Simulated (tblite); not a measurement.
Run report: C₅H₁₀ClNSi₂, frequency calculation

System: C₅H₁₀ClNSi₂.
Method: GFN2-xTB harmonic vibrations, gas phase (tblite 0.8.0).

It belongs to a series of runs on one base structure; here: H on C replaced by CN.

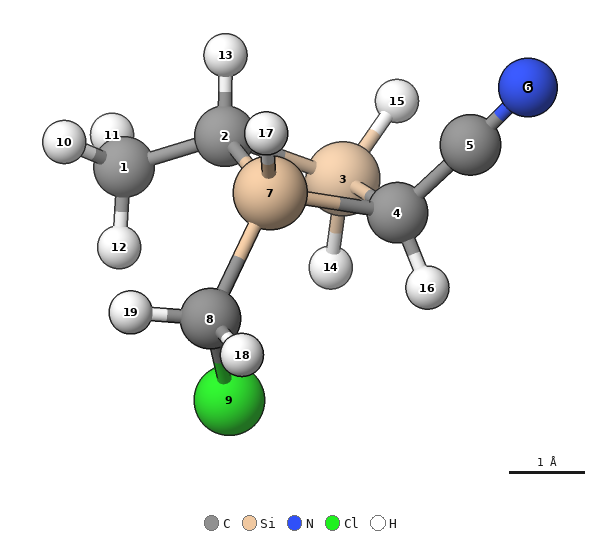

Fig. 1: The structure (ball-and-stick view, seen at a tilt; atoms are numbered from 1 in the order of the input).

**Input file**
```
{"job": {"kind": "ir", "xc": "GFN2-xTB", "basis": "xTB"}, "charge": 0, "multiplicity": 1}
C     -1.972726    -1.028892     0.520171
C     -1.100522     0.219041     0.449657
Si    -0.759405     1.007213    -1.280151
C      1.101447     1.158846    -0.728318
C      1.475640     2.483611    -0.413456
N      1.746762     3.563352    -0.135023
Si     0.778646     0.072989     0.835996
C      1.454548    -1.692377     0.542704
Cl     1.065325    -2.213350    -1.118133
H     -2.034427    -1.403478     1.540715
H     -2.983526    -0.810424     0.180087
H     -1.570613    -1.818181    -0.108940
H     -1.541188     0.973048     1.106995
H     -0.891410     0.095543    -2.412807
H     -1.423731     2.282841    -1.535275
H      1.819051     0.752276    -1.439110
H      1.289852     0.539357     2.127889
H      2.534587    -1.755566     0.646017
H      1.001884    -2.416596     1.213521
```

The first line tells a small driver script what to run in tblite; the rest is the geometry in Å.

Machine: 1 CPU thread, shared host.

Launched with:
```bash
OMP_NUM_THREADS=1 python <driver script> task.json out
```

**Log**
```
mode    cm-1     km/mol
  1      44.5      5.86
  2      64.5      2.46
  3      80.1      2.34
  4     112.1      4.05
  5     127.9      1.95
  6     157.8      2.08
  7     212.2      0.56
  8     223.3      2.84
  9     241.5      0.89
 10     315.9      0.99
 11     352.0     10.15
 12     426.8      1.68
 13     455.6     11.81
 14     482.2     51.26
 15     486.9      2.89
 16     521.3     23.64
 17     584.4     28.83
 18     593.6     54.30
 19     640.2     73.03
 20     667.1     53.47
 21     681.7     31.56
 22     695.6     51.69
 23     725.7    134.01
 24     752.6    313.82
 25     760.0    206.61
 26     781.5     88.17
 27     957.9     66.33
 28     987.1      6.68
 29    1012.1      5.89
 30    1060.7     22.47
 31    1089.6      4.70
 32    1112.7     22.35
 33    1115.6      7.75
 34    1164.5    154.47
 35    1188.2      0.17
 36    1269.9      9.28
 37    1416.3      2.47
 38    1433.0      6.89
 39    1507.0      1.82
 40    1510.5      1.67
 41    2251.2    307.82
 42    2287.4    483.74
 43    2300.7    180.37
 44    2376.8    496.25
 45    2939.3     30.39
 46    2979.9     19.98
 47    3002.1      5.70
 48    3009.9     19.57
 49    3011.8     16.18
 50    3020.6     40.13
 51    3047.4     21.28
```

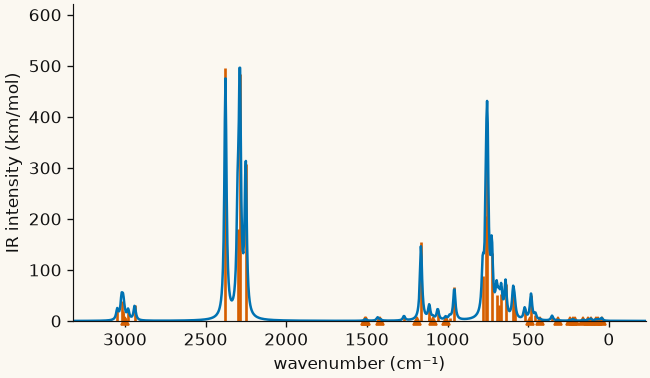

Fig. 2: Harmonic infrared spectrum, unscaled: sticks (degenerate modes added up, dark ones marked on the axis) with a Lorentzian envelope of 16 cm⁻¹ full width, scaled to the tallest stick. 51 modes from 44 to 3047 cm⁻¹, none imaginary. The strongest line is at 2377 cm⁻¹ (496 km/mol).

**Summary**

- outcome: converged
- total energy: −725.4329 eV
- zero-point energy: 83.2580 kcal/mol
- wall time: 1.9 s
- peak memory: 0.18 GiB
